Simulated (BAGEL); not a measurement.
# CH6AlNS (SMILES NC[S][AlH2]): HF/6-31G(d) (density fitting with qzvpp-jkfit, spherical functions)

What is the vertical ionisation energy of CH6AlNS at HF/6-31G* (density fitting with qzvpp-jkfit, spherical functions)? 

Program for the calculation: BAGEL 1.2.2.

1 further run of the same task is left out (set aside as unsound or not needed). Runs told in other sessions of the task aren't counted.

## Step 1: Starting point

CH6AlNS has 10 atoms, charge 0, and is taken as a singlet. As SMILES, `NC[S][AlH2]`. The coordinates come from a PBE0-D4/def2-TZVP relaxation. This is one conformer, not always the lowest.

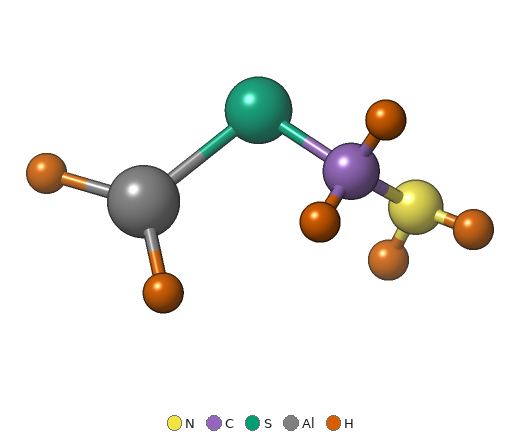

The structure, seen from a chosen angle (nitrogen yellow, carbon purple, sulfur teal, aluminium grey, hydrogen orange).

## Step 2: A single-point energy at HF/6-31G(d) (density fitting with qzvpp-jkfit, spherical functions)

The input, hf.json:

```json
{ "bagel": [

{
  "title": "molecule",
  "basis": "6-31gs.json",
  "df_basis": "qzvpp-jkfit",
  "angstrom": true,
  "geometry": [
    { "atom": "N", "xyz": [      -0.639600,       1.524200,       0.837500 ] },
    { "atom": "C", "xyz": [      -0.122200,       0.187400,       0.965400 ] },
    { "atom": "S", "xyz": [      -1.103800,      -0.972000,      -0.059800 ] },
    { "atom": "Al", "xyz": [       0.321000,      -1.476300,      -1.614300 ] },
    { "atom": "H", "xyz": [      -0.442700,       1.907300,      -0.078200 ] },
    { "atom": "H", "xyz": [      -0.231900,       2.135500,       1.534300 ] },
    { "atom": "H", "xyz": [      -0.251900,      -0.141300,       1.997800 ] },
    { "atom": "H", "xyz": [       0.935600,       0.063100,       0.701300 ] },
    { "atom": "H", "xyz": [      -0.126100,      -2.498900,      -2.732700 ] },
    { "atom": "H", "xyz": [       1.744800,      -0.780100,      -1.548400 ] }
  ]
},

{
  "title": "hf"
},

{
  "title": "print",
  "file": "orbitals.molden",
  "orbitals": true
}

]}
```

The basis set 6-31G* is read from a file made from the Basis Set Exchange's data (not shown).

On the command line:

```
BAGEL_NUM_THREADS=1 BAGEL hf.json > hf.out
```

Output:

```text
* using 1 threads per process

  ===============================================================
  ===============================================================

  *** Geometry ***

  { "atom" : "N", "xyz" : [     -1.208669,      2.880321,      1.582646 ] },
  { "atom" : "C", "xyz" : [     -0.230925,      0.354135,      1.824342 ] },
  { "atom" : "S", "xyz" : [     -2.085880,     -1.836814,     -0.113006 ] },
  { "atom" : "Al", "xyz" : [      0.606602,     -2.789803,     -3.050585 ] },
  { "atom" : "H", "xyz" : [     -0.836582,      3.604275,     -0.147777 ] },
  { "atom" : "H", "xyz" : [     -0.438227,      4.035510,      2.899407 ] },
  { "atom" : "H", "xyz" : [     -0.476022,     -0.267018,      3.775295 ] },
  { "atom" : "H", "xyz" : [      1.768028,      0.119242,      1.325265 ] },
  { "atom" : "H", "xyz" : [     -0.238294,     -4.722237,     -5.164055 ] },
  { "atom" : "H", "xyz" : [      3.297194,     -1.474175,     -2.926052 ] },

  Number of auxiliary basis functions:      516

  Since a DF basis is specified, we compute 2- and 3-index integrals:
    o Being stored without compression. Storage requirement is 0.024 GB

  Number of basis functions:       76
  Number of electrons      :       48

    * METHOD: MOLECULE                             0.45

  *** RHF ***

  === Nuclear Repulsion ===
   200.6216666630

      * DIIS with orbital gradients will be used.

  === RHF iteration (6-31gs.json) ===
      0       -735.09473709          0.01642499           0.10
      1       -735.20155551          0.00803164           0.10
      2       -735.22994939          0.00153804           0.10
      3       -735.23148273          0.00019425           0.10
      4       -735.23152066          0.00007865           0.10
      5       -735.23152678          0.00002204           0.10
      6       -735.23152745          0.00000758           0.10
      7       -735.23152752          0.00000231           0.10
      8       -735.23152753          0.00000062           0.10
      9       -735.23152753          0.00000018           0.10
     10       -735.23152753          0.00000006           0.10
     11       -735.23152753          0.00000002           0.10
     12       -735.23152753          0.00000001           0.10
    * SCF iteration converged.

    * Permanent dipole moment:
           (   -1.106790,    -0.427926,    -0.041969) a.u.

    * METHOD: HF                                   1.57

    * METHOD: PRINT                                0.02

  ===============================================================
```

Run time: 2.2 s. Hardware: 1 thread of Arm Neoverse N1, shared host; peak memory 0.12 GiB.

## Step 3: The doublet cation, same level

The input, input.json:

```json
{ "bagel": [

{
  "title": "molecule",
  "basis": "6-31gs.json",
  "df_basis": "qzvpp-jkfit",
  "angstrom": true,
  "geometry": [
    { "atom": "N", "xyz": [      -0.639600,       1.524200,       0.837500 ] },
    { "atom": "C", "xyz": [      -0.122200,       0.187400,       0.965400 ] },
    { "atom": "S", "xyz": [      -1.103800,      -0.972000,      -0.059800 ] },
    { "atom": "Al", "xyz": [       0.321000,      -1.476300,      -1.614300 ] },
    { "atom": "H", "xyz": [      -0.442700,       1.907300,      -0.078200 ] },
    { "atom": "H", "xyz": [      -0.231900,       2.135500,       1.534300 ] },
    { "atom": "H", "xyz": [      -0.251900,      -0.141300,       1.997800 ] },
    { "atom": "H", "xyz": [       0.935600,       0.063100,       0.701300 ] },
    { "atom": "H", "xyz": [      -0.126100,      -2.498900,      -2.732700 ] },
    { "atom": "H", "xyz": [       1.744800,      -0.780100,      -1.548400 ] }
  ]
},

{
  "title": "uhf",
  "charge": 1,
  "nopen": 1
},

{
  "title": "print",
  "file": "orbitals.molden",
  "orbitals": true
}

]}
```

The basis set 6-31G* is read from a file made from the Basis Set Exchange's data (not shown).

On the command line:

```
BAGEL_NUM_THREADS=1 BAGEL input.json > input.out
```

Output:

```text
* using 1 threads per process

  ===============================================================
  ===============================================================

  *** Geometry ***

  { "atom" : "N", "xyz" : [     -1.208669,      2.880321,      1.582646 ] },
  { "atom" : "C", "xyz" : [     -0.230925,      0.354135,      1.824342 ] },
  { "atom" : "S", "xyz" : [     -2.085880,     -1.836814,     -0.113006 ] },
  { "atom" : "Al", "xyz" : [      0.606602,     -2.789803,     -3.050585 ] },
  { "atom" : "H", "xyz" : [     -0.836582,      3.604275,     -0.147777 ] },
  { "atom" : "H", "xyz" : [     -0.438227,      4.035510,      2.899407 ] },
  { "atom" : "H", "xyz" : [     -0.476022,     -0.267018,      3.775295 ] },
  { "atom" : "H", "xyz" : [      1.768028,      0.119242,      1.325265 ] },
  { "atom" : "H", "xyz" : [     -0.238294,     -4.722237,     -5.164055 ] },
  { "atom" : "H", "xyz" : [      3.297194,     -1.474175,     -2.926052 ] },

  Number of auxiliary basis functions:      516

  Since a DF basis is specified, we compute 2- and 3-index integrals:
    o Being stored without compression. Storage requirement is 0.024 GB

  Number of basis functions:       76
  Number of electrons      :       48

    * METHOD: MOLECULE                             0.46

  *** Open-shell HF ***

  === Nuclear Repulsion ===
   200.6216666630

      * DIIS with orbital gradients will be used.

  === UHF iteration (6-31gs.json) ===
      0       -734.75428601          0.03287790           0.20
      1       -734.86713765          0.01811297           0.20
      2       -734.89817683          0.01195328           0.19
      3       -734.91474664          0.00188575           0.20
      4       -734.91878489          0.00111496           0.20
      5       -734.92086653          0.00081964           0.20
      6       -734.92259939          0.00060986           0.20
      7       -734.92338759          0.00052540           0.20
      8       -734.92482057          0.00033942           0.20
      9       -734.92544875          0.00017783           0.20
[... 18 lines of this table left out ...]
     28       -734.92558640          0.00000003           0.19
     29       -734.92558640          0.00000002           0.19
     30       -734.92558640          0.00000001           0.20
     31       -734.92558640          0.00000001           0.20
    * SCF iteration converged.

    * S^2 (UHF) is 0.7603

    * Permanent dipole moment:
           (   -0.663971,     0.160323,    -0.050567) a.u.

    * METHOD: UHF                                  6.56

    * METHOD: PRINT                                0.02

  ===============================================================
```

It took 7.2 s on 1 thread of Arm Neoverse N1, shared host; peak memory 0.12 GiB.

## Step 4: Summary of results

Level: HF/6-31G* (density fitting with qzvpp-jkfit, spherical functions).

| quantity | value |
| --- | --- |
| singlet CH6AlNS: total energy | -735.23153 Eh |
| singlet CH6AlNS: dipole moment | 3.02 D |
| singlet CH6AlNS: HOMO energy | -9.84 eV |
| singlet CH6AlNS: LUMO energy | 1.33 eV |
| singlet CH6AlNS: HOMO–LUMO gap | 11.17 eV |
| doublet cation: total energy | -734.92559 Eh |
| doublet cation: ⟨S²⟩ | 0.760 |
| vertical ionisation energy (to the doublet cation) | 8.325 eV |

In words: Removing an electron at fixed nuclei costs 8.33 eV (192 kcal/mol). The negative HOMO energy of the first species, 9.84 eV, lies 1.51 eV above that difference.
